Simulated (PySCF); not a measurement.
**C4H2F5O: a changed input and its effect**

System: C4H2F5O, charge +1, SMILES [O+]#CCC(F)(F)C(F)(F)F.
Method of run A: GIAO PBE0/pcSseg-1 NMR shielding, non-relativistic, IEF-PCM dichloromethane (PySCF 2.14.0).

The geometry comes from this level: PBE0-D3(BJ)/def2-SVP. Text and figures count atoms from 1; the logs count them from 0 in places.

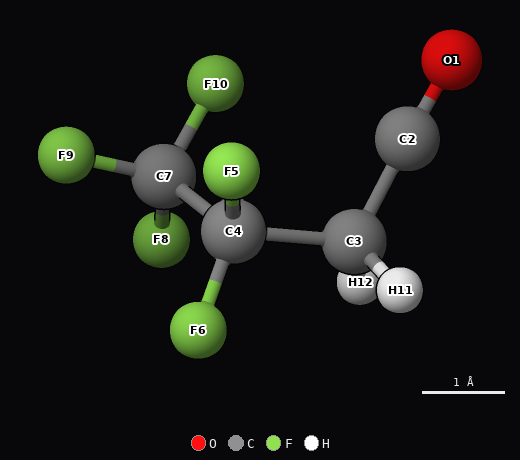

The input geometry (ball-and-stick view, seen at a tilt; atoms are numbered from 1 in the order of the input). Bond lengths as drawn: C–C 1.43 to 1.57 Å, C–F 1.30 to 1.35 Å, C–H 1.11 Å and C–O 1.12 Å.

**Input file, run A**
```
{"job": {"kind": "nmr", "xc": "PBE0", "basis": "pcSseg-1", "solvent": "dichloromethane", "pop": false}, "charge": 1, "multiplicity": 1}
O     -2.332215     1.569155     0.179970
C     -1.727600     0.640142     0.056943
C     -0.996251    -0.572609    -0.116507
C      0.473617    -0.328925    -0.598166
F      0.437322     0.467121    -1.662434
F      0.978622    -1.503727    -0.914946
C      1.300032     0.344900     0.525068
F      1.391088    -0.479509     1.550375
F      2.475675     0.702101     0.101937
F      0.597820     1.426715     0.907816
H     -1.528430    -1.169193    -0.884618
H     -1.019228    -1.121425     0.845570
```

The first line tells a small driver script what to run in PySCF; the rest is the geometry in Å.

Launched with:
```bash
OMP_NUM_THREADS=1 python <driver script> task.json out
```

Hardware: 1 CPU thread, shared host.

**Output (run A)**
```
coarse grid: 12104 points
cycle   1  E = -726.6489115430  dE =  2.295e+00  |g| = 1.280e+00  |ddm| = 3.142e+00
cycle   2  E = -725.9635031243  dE =  6.854e-01  |g| = 2.424e+00  |ddm| = 1.805e+00
cycle   3  E = -726.9221274761  dE = -9.586e-01  |g| = 3.670e-01  |ddm| = 1.209e+00
cycle   4  E = -726.9435081587  dE = -2.138e-02  |g| = 1.042e-01  |ddm| = 2.055e-01
cycle   5  E = -726.9452473393  dE = -1.739e-03  |g| = 2.156e-02  |ddm| = 5.250e-02
cycle   6  E = -726.9453257940  dE = -7.845e-05  |g| = 5.079e-03  |ddm| = 1.556e-02
cycle   7  E = -726.9453302846  dE = -4.491e-06  |g| = 1.509e-03  |ddm| = 3.307e-03
final grid: 124808 points
cycle   8  E = -727.0470954016  dE = -3.173e-05  |g| = 1.413e-02  |ddm| = 2.479e-02
cycle   9  E = -727.0469731309  dE =  1.223e-04  |g| = 2.990e-02  |ddm| = 1.998e-02
cycle  10  E = -727.0471307359  dE = -1.576e-04  |g| = 1.982e-03  |ddm| = 1.358e-02
cycle  11  E = -727.0471314180  dE = -6.821e-07  |g| = 3.148e-04  |ddm| = 1.116e-03
cycle  12  E = -727.0471314299  dE = -1.192e-08  |g| = 1.151e-04  |ddm| = 2.225e-04
cycle  13  E = -727.0471314321  dE = -2.182e-09  |g| = 2.181e-05  |ddm| = 7.434e-05
cycle  14  E = -727.0471314321  dE = -8.981e-11  |g| = 6.108e-06  |ddm| = 1.733e-05
converged SCF energy = -727.0471314321

GIAO shielding tensors (ppm)
atom      isotropic    diamagn.    paramagn.     s11        s22        s33       span
  0 O      -30.138     396.157    -426.295   -228.097   -208.027    345.708    573.805
  1 C       26.966     262.847    -235.882    -98.958    -93.919    273.775    372.733
  2 C      160.294     254.419     -94.125    137.700    158.029    185.152     47.452
  3 C       68.534     242.559    -174.025     56.457     73.047     76.098     19.641
  4 F      292.379     472.891    -180.513    208.906    322.111    346.119    137.213
  5 F      292.220     469.913    -177.693    223.508    318.062    335.091    111.584
  6 C       61.954     244.105    -182.150     48.577     66.616     70.671     22.094
  7 F      273.896     471.839    -197.943    201.487    277.208    342.994    141.507
  8 F      287.212     467.893    -180.681    220.889    299.657    341.089    120.200
  9 F      259.446     475.831    -216.386    190.883    248.108    339.346    148.463
 10 H       25.962      24.421       1.541     21.513     24.305     32.068     10.555
 11 H       26.157      25.773       0.384     22.124     24.643     31.703      9.579
```

For run B the input was changed thus:
```diff
-"solvent": "dichloromethane"
-"pop": false
+"solvent": "benzene"
+"pop": true
```

What does this change do to the results?

The total energy of run B is 23.0 kcal/mol higher: the change of the electrostatic solvation energy at this fixed geometry, without cavity or dispersion terms. The HOMO goes from −11.76 to −13.22 eV. The LUMO goes from −4.02 to −5.79 eV. Of all shieldings, the largest change is that of F6, by −5.8 ppm. The number of SCF iterations is the same.

**Output (run B)**
```
coarse grid: 12104 points
cycle   1  E = -726.6034691130  dE =  2.340e+00  |g| = 1.297e+00  |ddm| = 3.142e+00
cycle   2  E = -725.8446512959  dE =  7.588e-01  |g| = 2.518e+00  |ddm| = 1.895e+00
cycle   3  E = -726.8815183558  dE = -1.037e+00  |g| = 3.959e-01  |ddm| = 1.276e+00
cycle   4  E = -726.9066832913  dE = -2.516e-02  |g| = 1.094e-01  |ddm| = 2.226e-01
cycle   5  E = -726.9085886792  dE = -1.905e-03  |g| = 2.304e-02  |ddm| = 5.551e-02
cycle   6  E = -726.9086792781  dE = -9.060e-05  |g| = 5.756e-03  |ddm| = 1.702e-02
cycle   7  E = -726.9086850321  dE = -5.754e-06  |g| = 1.665e-03  |ddm| = 3.728e-03
final grid: 124808 points
cycle   8  E = -727.0104647007  dE = -2.992e-05  |g| = 1.452e-02  |ddm| = 2.491e-02
cycle   9  E = -727.0103252437  dE =  1.395e-04  |g| = 3.160e-02  |ddm| = 2.095e-02
cycle  10  E = -727.0105019865  dE = -1.767e-04  |g| = 2.049e-03  |ddm| = 1.445e-02
cycle  11  E = -727.0105027131  dE = -7.266e-07  |g| = 3.216e-04  |ddm| = 1.159e-03
cycle  12  E = -727.0105027256  dE = -1.250e-08  |g| = 1.155e-04  |ddm| = 2.321e-04
cycle  13  E = -727.0105027278  dE = -2.159e-09  |g| = 2.383e-05  |ddm| = 7.538e-05
cycle  14  E = -727.0105027279  dE = -1.137e-10  |g| = 7.004e-06  |ddm| = 1.892e-05
converged SCF energy = -727.0105027279

GIAO shielding tensors (ppm)
atom      isotropic    diamagn.    paramagn.     s11        s22        s33       span
  0 O      -35.395     395.778    -431.173   -234.291   -214.845    342.952    577.243
  1 C       27.397     262.949    -235.552    -98.137    -93.349    273.677    371.814
  2 C      160.948     254.638     -93.690    138.149    159.452    185.243     47.094
  3 C       68.264     242.242    -173.978     56.090     72.480     76.221     20.131
  4 F      288.525     472.643    -184.118    204.218    320.033    341.323    137.105
  5 F      286.406     469.563    -183.156    217.811    313.554    327.854    110.044
  6 C       62.011     243.956    -181.944     47.837     66.533     71.664     23.826
  7 F      272.855     471.676    -198.821    200.582    276.125    341.858    141.276
  8 F      283.676     467.458    -183.782    217.683    295.374    337.971    120.288
  9 F      259.083     475.691    -216.609    192.341    247.335    337.572    145.231
 10 H       26.268      24.828       1.440     21.883     24.671     32.250     10.368
 11 H       26.403      26.103       0.300     22.406     24.935     31.867      9.461
```

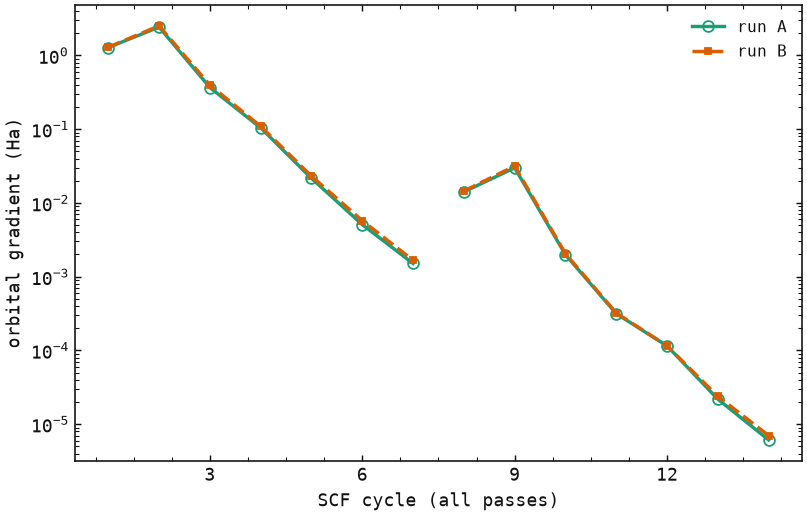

Convergence of the two runs: orbital gradient against the SCF cycle. A break in a curve parts two SCF passes (coarse and final grid). Run A takes 14 cycles in all, and run B takes 14.

**The two runs side by side**

| quantity | run A | run B |
| --- | --- | --- |
| outcome | converged | converged |
| total energy (hartree) | −727.047131 | −727.010503 |
| HOMO (eV) | −11.76 | −13.22 |
| LUMO (eV) | −4.02 | −5.79 |
| shielding of O1 (ppm) | −30.1 | −35.4 |
| shielding of C2 (ppm) | 27.0 | 27.4 |
| shielding of C3 (ppm) | 160.3 | 160.9 |
| shielding of F5 (ppm) | 292.4 | 288.5 |
| shielding of F6 (ppm) | 292.2 | 286.4 |
| shielding of F8 (ppm) | 273.9 | 272.9 |
| shielding of F9 (ppm) | 287.2 | 283.7 |
| SCF iterations | 14 | 14 |
| basis functions | 180 | 180 |
| wall time (shared host) | 16 s | 17 s |
